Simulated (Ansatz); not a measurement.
# BaPbO3 (model cell, started as cubic perovskite with Pb in the octahedra): a soft mode frozen in, part 2 of 3

Which phase does BaPbO3 (model cell, started as cubic perovskite with Pb in the octahedra) fall into along its unstable mode, and how much energy does it gain?

Ansatz 0.2.0; DFT PBEsol, scalar-relativistic, plane waves, PAW; PAW set soft_1.

So far, highest frequency on the path or at a solved wavevector (cm⁻¹): step 2 (the dispersion) 660. Also lowest frequency on the path (cm⁻¹): step 2 -163.

The structure was built from a prototype and need not be the compound's stable phase.

**4. The mode frozen in, largest atomic shift 0.45 Å**

The atoms are moved along the unstable eigenvector, the largest shift by 0.45 Å, with the cell fixed.

The input, input.yaml:

```yaml
crystal:
  lattice:
    - [4.2810551391, 4.2810551391, 0.0]
    - [4.2810551391, 0.0, 4.2810551391]
    - [4.2810551391, 0.0, -4.2810551391]
  atoms:
    - { symbol: Ba, position: [0.0, 0.0, 1.0] }
    - { symbol: Ba, position: [0.0, 0.5, 0.5] }
    - { symbol: Pb, position: [0.5, 0.25, 0.75] }
    - { symbol: Pb, position: [0.5, 0.75, 0.25] }
    - { symbol: O, position: [0.5, 0.4474428633, 0.4474428633] }
    - { symbol: O, position: [0.5, 0.0525571367, 0.0525571367] }
    - { symbol: O, position: [0.0, 0.0, 0.5] }
    - { symbol: O, position: [0.0, 0.5, 0.0] }
    - { symbol: O, position: [0.5, -0.0525571367, 0.5525571367] }
    - { symbol: O, position: [0.5, 0.5525571367, -0.0525571367] }
kpoints:
  mp_grid: { grid: [8, 8, 8] }
hamiltonian:
  xc: pbesol
  pseudopotentials: { kind: paw, azcp: { folder: soft_1 }, xc_functional: pbe }
scf:
  occupations: { method: methfessel_paxton, width: 0.2 }
output:
  forces: true
  stress: true
  eigenvalues: true
```

On the command line:

```console
ansatz run input.yaml --threads 4 --pin off --max-ram 16384MiB --backend cpu --events-out ev --progress --plain --runs-dir out
```

Numbers of over 12 decimals in the logs are rounded to 6 here.

Output:

```text
[...]
Crystal: 10 atoms, lattice volume = 156.922 Å³
Basis set: ecut = 420 eV, 3119 PW (Γ), exchange–correlation on 90×90×90 points (8 copies of the dense FFT grid, shifted against one another)
Bands: 52, of which v1, the nominal top of the filled ones, is band 42 counted from 1 (41 counted from 0)
Symmetry: 16 space group operations
[...]
k-points: 59 of 512
[...]
k-point 0: bands = [... 38 lower, 8.7227, 8.7873, 8.7873, 8.9618, 8.9932, 13.8527, 13.9273, 13.9994, ... 6 higher]
  k-point 1: bands = [... 38 lower, 8.6241, 8.6778, 8.7690, 8.8356, 9.2291, 13.8665, 14.0010, 14.1780, ... 6 higher]
  k-point 2: bands = [... 38 lower, 8.4950, 8.5051, 8.7203, 8.7217, 9.7523, 13.3779, 14.3926, 14.6754, ... 6 higher]
  k-point 58: bands = [... 38 lower, 8.3237, 8.3237, 8.7372, 8.9671, 12.3448, 13.4698, 15.0359, 15.1519, ... 6 higher]
[key lines of the parts left out:]
SCF converged after 10 iterations
Free energy (F): -38607.248276 eV
Fermi energy:    8.953355 eV
P = ⅓ Tr σ = -0.2370 GPa (-2.370 kbar)
```

Elapsed: 11 s, on 4 threads of Arm Neoverse V1, shared host; peak memory 0.75 GiB; 45 s of CPU time.

Numbers from this step:

```
pressure                         : -0.2370 GPa
energy from the undistorted cell : -25.07 meV/atom
```

The energy, extrapolated to zero smearing, is -25.07 meV/atom against the undistorted cell.

The run ends at a pressure of -0.24 GPa, with forces up to 0.034 eV/Å.

**5. Energy along the mode, all amplitudes (two of the runs are shown above)**

An imaginary frequency means negative curvature, so the energy should fall and then rise again as anharmonic terms take over.

This step gave:

- depth at the lowest point sampled: 25.07 meV/atom
- largest atomic shift at that point: 0.45 Å

Table of energy from the parent by largest atomic shift:

| largest atomic shift (Å) | energy from the parent (meV/atom) |
| --- | --- |
| 0.000 | 0 |
| 0.040 | -0.467 |
| 0.080 | -1.83 |
| 0.140 | -5.34 |
| 0.220 | -11.8 |
| 0.320 | -20.3 |
| 0.450 | -25.1 |
| 0.600 | -9.36 |

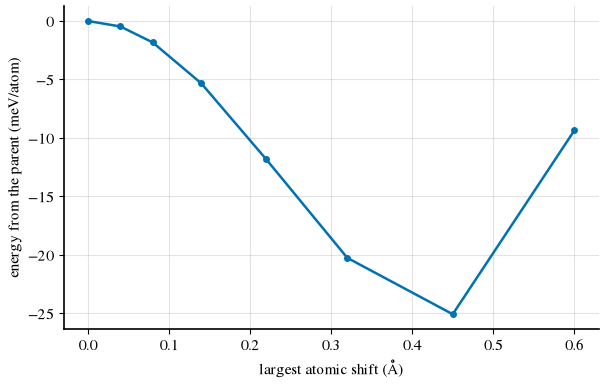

Energy from the parent, plotted against largest atomic shift.

Displacement at unit largest shift by atom:

| atom | x (Å) | y (Å) | z (Å) | size |
| --- | --- | --- | --- | --- |
| Ba1 | 0.00 | 0.00 | 0.00 | 0.00 |
| Ba2 | 0.00 | 0.00 | 0.00 | 0.00 |
| Pb3 | 0.00 | 0.00 | 0.00 | 0.00 |
| Pb4 | 0.00 | 0.00 | 0.00 | 0.00 |
| O5 | -1.00 | 0.00 | 0.00 | 1.00 |
| O6 | 1.00 | 0.00 | 0.00 | 1.00 |
| O7 | 0.00 | 0.00 | 0.00 | 0.00 |
| O8 | 0.00 | 0.00 | 0.00 | 0.00 |
| O9 | 0.00 | 0.00 | -1.00 | 1.00 |
| O10 | 0.00 | 0.00 | 1.00 | 1.00 |

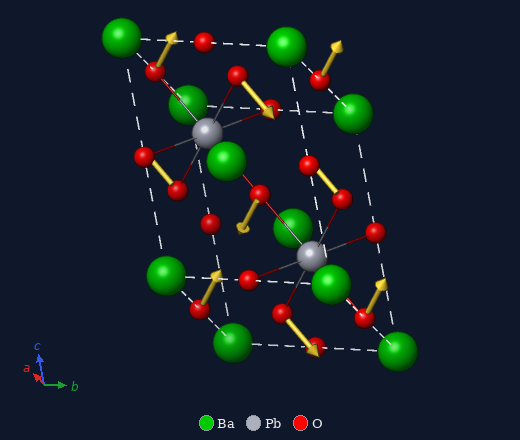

Displacement at unit largest shift as arrows, the longest 1 Å. Some periodic images of atoms are drawn too.

The lowest of the steps tried is at 0.45 Å, 25.1 meV/atom below the parent; the bottom of the well need not coincide with a step.

**6. Relaxation from the frozen mode**

Starting from the lowest point found, all atoms and the cell are let go, so that strain and other modes of the same symmetry can join in.

input.yaml, as its differences from that of step 4:

```diff
@@ -27 +27,6 @@
   eigenvalues: true
+relax:
+  adjacent_minimum: "off"
+  f_tol: 0.002
+  max_steps: 120
+  cell: { stress_tol: 0.03 }
```

Output:

```text
[...]
Crystal: 10 atoms, lattice volume = 156.922 Å³
Basis set: ecut = 420 eV, 3119 PW (Γ), exchange–correlation on 90×90×90 points (8 copies of the dense FFT grid, shifted against one another)
Bands: 52, of which v1, the nominal top of the filled ones, is band 42 counted from 1 (41 counted from 0)
Symmetry: 16 space group operations
[...]
k-points: 59 of 512
[...]
SCF iter   1: F=—  HF=-38610.704073 eV  |F-HF|=—  |Δ(HF+E_count)|=         —  Δρ=5.94e-2  dr2=8.71e0  ethr=3.10e-3  ⟨swp⟩=14.4  Hψ=18831  notcnv=0
[...]
SCF iter  10: F=-38607.248276 eV  HF=-38607.248276 eV  |F-HF|=2.50e-9  |Δ(HF+E_count)|=   2.38e-8  S|Δr|=    0.00e0  Δρ=4.58e-6  dr2=5.45e-8  ethr=1.19e-10  ⟨swp⟩=20.7  Hψ=22940  notcnv=0
SCF 1 converged in 10 iterations: F = -38607.248276 eV  dr2 = 5.45e-8
[...]
relax step   1: F+E_penalty+E_count = -38607.24827590 eV  Δ(F+E_penalty+E_count) = +0.000e0 eV  max|allowed force component| = 3.370e-2 eV/Å  Δτ_max = 0.0000 Å  P = -0.237 GPa  Ω = 156.922 Å³  (10 SCF iters, dr2 threshold 1.00e-7 eV, accepted)
Crystal: 10 atoms, lattice volume = 155.845 Å³
Basis set: ecut = 420 eV, 3047 PW (Γ), exchange–correlation on 90×90×90 points (8 copies of the dense FFT grid, shifted against one another)
[...]
SCF iter   6: F=-38607.282449 eV  HF=-38607.282449 eV  |F-HF|=4.10e-9  |Δ(HF+E_count)|=   3.92e-7  S|Δr|=    0.00e0  Δρ=1.25e-5  dr2=2.46e-7  ethr=1.19e-9  ⟨swp⟩=10.9  Hψ=16300  notcnv=0
SCF 2 converged in 6 iterations: F = -38607.282449 eV  dr2 = 2.46e-7
relax step   2: F+E_penalty+E_count = -38607.28244896 eV  Δ(F+E_penalty+E_count) = -3.417e-2 eV  max|allowed force component| = 9.427e-3 eV/Å  Δτ_max = 0.0138 Å  P = +0.339 GPa  Ω = 155.845 Å³  energy of the carried Pulay correction = +2.259e-3 eV  (6 SCF iters, dr2 threshold 1.00e-6 eV, accepted)
Crystal: 10 atoms, lattice volume = 156.759 Å³
Basis set: ecut = 420 eV, 3055 PW (Γ), exchange–correlation on 90×90×90 points (8 copies of the dense FFT grid, shifted against one another)
[...]
SCF iter   5: F=-38607.283602 eV  HF=-38607.283603 eV  |F-HF|=1.61e-7  |Δ(HF+E_count)|=   3.02e-7  S|Δr|=    0.00e0  Δρ=2.06e-5  dr2=9.29e-7  ethr=1.19e-9  ⟨swp⟩=8.9  Hψ=18426  notcnv=0
SCF 3 converged in 5 iterations: F = -38607.283602 eV  dr2 = 9.29e-7
relax step   3: F+E_penalty+E_count = -38607.28360245 eV  Δ(F+E_penalty+E_count) = -1.153e-3 eV  max|allowed force component| = 1.220e-2 eV/Å  Δτ_max = 0.0024 Å  P = -0.417 GPa  Ω = 156.759 Å³  energy of the carried Pulay correction = +3.394e-4 eV  (5 SCF iters, dr2 threshold 1.00e-6 eV, accepted)
[...]
relax step   4: F+E_penalty+E_count = -38607.28583290 eV  Δ(F+E_penalty+E_count) = -2.230e-3 eV  max|allowed force component| = 2.215e-3 eV/Å  Δτ_max = 0.0047 Å  P = +0.062 GPa  Ω = 156.104 Å³  energy of the carried Pulay correction = +1.714e-3 eV  (5 SCF iters, dr2 threshold 7.51e-7 eV, accepted)
[...]
relax step   5: F+E_penalty+E_count = -38607.28567201 eV  Δ(F+E_penalty+E_count) = +1.609e-4 eV  max|allowed force component| = 9.716e-4 eV/Å  Δτ_max = 0.0006 Å  P = -0.003 GPa  Ω = 156.195 Å³  energy of the carried Pulay correction = +1.524e-3 eV  (5 SCF iters, dr2 threshold 1.94e-8 eV, accepted)
[...]
relax step   6: F+E_penalty+E_count = -38607.28564830 eV  Δ(F+E_penalty+E_count) = +2.371e-5 eV  max|allowed force component| = 1.170e-3 eV/Å  Δτ_max = 0.0000 Å  P = -0.004 GPa  Ω = 156.195 Å³  stress off target by 9.77e-2 GPa  SCF on the basis re-selected at this cell (its energy is not comparable with the rows above)  (6 SCF iters)
[...]
relax step   7: F+E_penalty+E_count = -38607.28571905 eV  Δ(F+E_penalty+E_count) = -7.074e-5 eV  max|allowed force component| = 2.143e-4 eV/Å  Δτ_max = 0.0008 Å  P = +0.000 GPa  Ω = 156.179 Å³  energy of the carried Pulay correction = +2.092e-5 eV  (5 SCF iters, dr2 threshold 2.39e-8 eV, accepted)
[...]
SCF iter   6: F=-38607.285674 eV  HF=-38607.285674 eV  |F-HF|=7.28e-12  |Δ(HF+E_count)|=  2.91e-11  S|Δr|=    0.00e0  Δρ=4.96e-8  dr2=5.76e-12  ethr=1.00e-12  ⟨swp⟩=10.3  Hψ=15793  notcnv=0
SCF 8 converged in 6 iterations: F = -38607.285674 eV  dr2 = 5.76e-12
relax step   8: F+E_penalty+E_count = -38607.28567417 eV  Δ(F+E_penalty+E_count) = +4.487e-5 eV  max|allowed force component| = 2.117e-4 eV/Å  Δτ_max = 0.0000 Å  P = +0.000 GPa  Ω = 156.179 Å³  stress off target by 3.61e-3 GPa  SCF on the basis re-selected at this cell (its energy is not comparable with the rows above)  (6 SCF iters)
[...]
SCF converged after 6 iterations
[...]
Free energy (F): -38607.285674 eV
[...]
Internal energy: -38607.314958 eV  (E = F + TS)
E sigma→0 (E₀):  -38607.292995 eV
Entropy (-TS):   0.029284 eV (2.928 meV/atom)
Fermi energy:    9.001643 eV
[...]
--- Forces (eV/Å), atoms counted from 1 ---
  atom   1  Ba     0.00000000     0.00000000    -0.00000000
  atom   2  Ba    -0.00000000    -0.00000000     0.00000000
  atom   3  Pb     0.00000000     0.00000000     0.00000000
  atom   4  Pb     0.00000000     0.00000000     0.00000000
  atom   5  O     -0.00021169    -0.00000000    -0.00000000
  atom   6  O      0.00021169     0.00000000     0.00000000
  atom   7  O      0.00000000     0.00000000    -0.00000000
  atom   8  O      0.00000000    -0.00000000     0.00000000
  atom   9  O      0.00000000    -0.00000000    -0.00021169
  atom  10  O      0.00000000     0.00000000     0.00021169
  max |Σ_I F_I| component: 3.47e-18 eV/Å
--- Stress (GPa, compression-positive) ---
       -0.001560      -0.000000       0.000000
       -0.000000       0.003614       0.000000
        0.000000       0.000000      -0.001560
  P = ⅓ Tr σ = 0.0002 GPa (0.002 kbar)
--- Band table (eV; the first three rows and the last of 59) ---
  k-point 0: bands = [... 38 lower, 8.8136, 8.8545, 8.8545, 9.0025, 9.0873, 13.8246, 13.9600, 14.0954, ... 6 higher]
  k-point 1: bands = [... 38 lower, 8.7157, 8.7333, 8.8407, 8.8838, 9.3368, 13.9258, 13.9782, 14.2583, ... 6 higher]
  k-point 2: bands = [... 38 lower, 8.5661, 8.5759, 8.7669, 8.8006, 9.8657, 13.4430, 14.3764, 14.7653, ... 6 higher]
  k-point 58: bands = [... 38 lower, 8.4692, 8.4692, 8.8272, 9.0063, 12.2321, 13.6408, 15.0068, 15.0250, ... 6 higher]
--- Relaxed structure (6 steps of the walk, 6 accepted, 2 SCFs on fresh bases) ---
  F+E_penalty+E_count = -38607.28567417 eV   max|allowed force component| = 2.117e-4 eV/Å   (the final SCF, on the basis selected at the relaxed cell)
  cell:  # Å, volume = 156.1791 Å³
    - [4.233864, 4.356315, 0.0]
    - [4.233864, 0.0, 4.233864]
    - [4.233864, 0.0, -4.233864]
  atoms:
    - { symbol: Ba, position: [0, 0.0, 1.0] }
    - { symbol: Ba, position: [0, 0.5, 0.5] }
    - { symbol: Pb, position: [0.500000, 0.250000, 0.750000] }
    - { symbol: Pb, position: [0.500000, 0.75, 0.25] }
    - { symbol: O, position: [0.500000, 0.444841, 0.444841] }
    - { symbol: O, position: [0.500000, 0.055159, 0.055159] }
    - { symbol: O, position: [0, 0.0, 0.5] }
    - { symbol: O, position: [0, 0.5, 0.0] }
    - { symbol: O, position: [0.500000, -0.055159, 0.555159] }
    - { symbol: O, position: [0.500000, 0.555159, -0.055159] }
```

The job ended after 72 s (4 threads; peak memory 0.79 GiB; 4.7 min of CPU time).

The steps of the relaxation:

| step | energy less that of the first step (eV) | largest force component (eV/Å) | pressure (GPa) | volume (Å³) |
| --- | --- | --- | --- | --- |
| 1 | 0.0000 | 0.0337 | -0.24 | 156.92 |
| 2 | -0.0342 | 0.0094 | 0.34 | 155.84 |
| 3 | -0.0353 | 0.0122 | -0.42 | 156.76 |
| 4 | -0.0376 | 0.0022 | 0.06 | 156.10 |
| 5 | -0.0374 | 0.0010 | 0.00 | 156.19 |
| 6* | -0.0374 | 0.0012 | 0.00 | 156.19 |
| 7 | -0.0374 | 0.0002 | 0.00 | 156.18 |
| 8* | -0.0374 | 0.0002 | 0.00 | 156.18 |

Relaxation steps marked * repeat the geometry before them on a plane-wave basis chosen anew for their cell, so energy and pressure can jump there.

The run keeps the 16 symmetry operations that it works with, so distortions that break them were not tested.

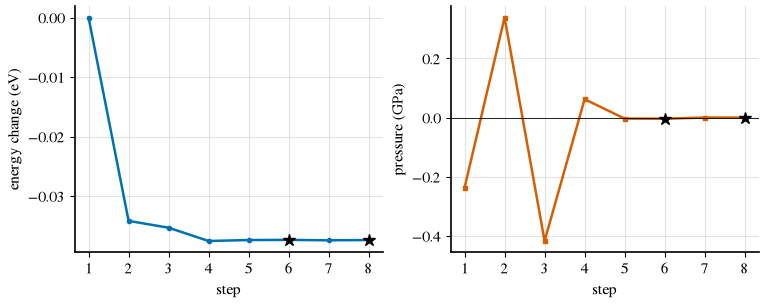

Energy and pressure along the relaxation. Stars mark steps on a basis chosen anew.

| conventional cell, symmetrised | before | after | change |
| --- | --- | --- | --- |
| a (Å) | 6.054 | 5.988 | -1.1 % |
| b (Å) | 6.054 | 5.988 | -1.1 % |
| c (Å) | 8.562 | 8.713 | +1.8 % |
| volume (Å³/atom) | 15.69 | 15.62 | -0.5 % |

The atoms that moved most (Å, as changes of fractional coordinates times the final cell):

| atom | dx | dy | dz | length |
| --- | --- | --- | --- | --- |
| O6 | 0.022 | 0.000 | 0.000 | 0.022 |
| O9 | 0.000 | 0.000 | -0.022 | 0.022 |
| O10 | 0.000 | 0.000 | 0.022 | 0.022 |
| O5 | -0.022 | 0.000 | 0.000 | 0.022 |

This step gave:

```
pressure        : 1.65e-4 GPa
volume per atom : 15.62 Å³
```

The distorted start has space group I4/mcm; the relaxation ends in I4/mcm.

**7. The new phase in its own primitive cell**

The relaxed structure is symmetrised, reduced to its primitive cell and relaxed tightly, as its phonons need.

input.yaml, the sections that differ from step 6:

```yaml
crystal:
  lattice:
    - [-2.9937939271, 2.9937939271, 4.3563145382]
    - [2.9937939271, -2.9937939271, 4.3563145382]
    - [2.9937939271, 2.9937939271, -4.3563145382]
  atoms:
    - { symbol: Ba, position: [0.75, 0.25, 0.5] }
    - { symbol: Ba, position: [0.25, 0.75, 0.5] }
    - { symbol: Pb, position: [0.0, 0.0, 0.0] }
    - { symbol: Pb, position: [0.5, 0.5, 0.0] }
    - { symbol: O, position: [0.3051591315, 0.8051591315, 0.110318263] }
    - { symbol: O, position: [0.6948408685, 0.1948408685, 0.889681737] }
    - { symbol: O, position: [0.25, 0.25, 0.0] }
    - { symbol: O, position: [0.75, 0.75, 0.0] }
    - { symbol: O, position: [0.1948408685, 0.3051591315, 0.5] }
    - { symbol: O, position: [0.8051591315, 0.6948408685, 0.5] }
relax:
  adjacent_minimum: "off"
  f_tol: 0.001
  max_steps: 60
  cell: { stress_tol: 0.01 }
# kpoints, hamiltonian, scf, output: as in step 6
```

Output:

```text
[...]
Crystal: 10 atoms, lattice volume = 156.179 Å³
Basis set: ecut = 420 eV, 3055 PW (Γ), exchange–correlation on 90×90×90 points (8 copies of the dense FFT grid, shifted against one another)
Bands: 52, of which v1, the nominal top of the filled ones, is band 42 counted from 1 (41 counted from 0)
Symmetry: 16 space group operations
[...]
k-points: 59 of 512
[...]
- { symbol: Pb, position: [0.0, 0.0, 0.0] }
    - { symbol: Pb, position: [0.500000, 0.500000, 0.0] }
    - { symbol: O, position: [0.305159, 0.805159, 0.110318] }
    - { symbol: O, position: [0.694841, 0.194841, 0.889682] }
    - { symbol: O, position: [0.250000, 0.250000, 0.0] }
    - { symbol: O, position: [0.75, 0.75, 0.0] }
    - { symbol: O, position: [0.1948408685, 0.3051591315, 0.5] }
    - { symbol: O, position: [0.8051591315, 0.6948408685, 0.500000] }
[key lines of the parts left out:]
SCF converged after 7 iterations
Free energy (F): -38607.285674 eV
Fermi energy:    9.001643 eV
P = ⅓ Tr σ = 0.0002 GPa (0.002 kbar)
```

It took 21 s on 4 threads; peak memory 0.78 GiB.

Little changed from the start: no atom moved by 0.005 Å and no cell edge by 0.1 %.

Numbers from this step:

| Item | Value |
| --- | --- |
| pressure | 1.64e-4 GPa |

The largest force component left is 0.15 meV/Å and the pressure is 0.000 GPa, within the tolerances set. The cell now holds 15.62 Å³/atom.

(Part 2 of 3 ends here.)

[Logs are printed without paths, hosts, clocks, repeated set-up lines and the standing remarks that a program may print on its own settings, such as how far it seeks lower states.]

[Hosts, paths, dates, database ids (printed as entryN), source tags and the programs' standing remarks are cut or masked in the printed files.]
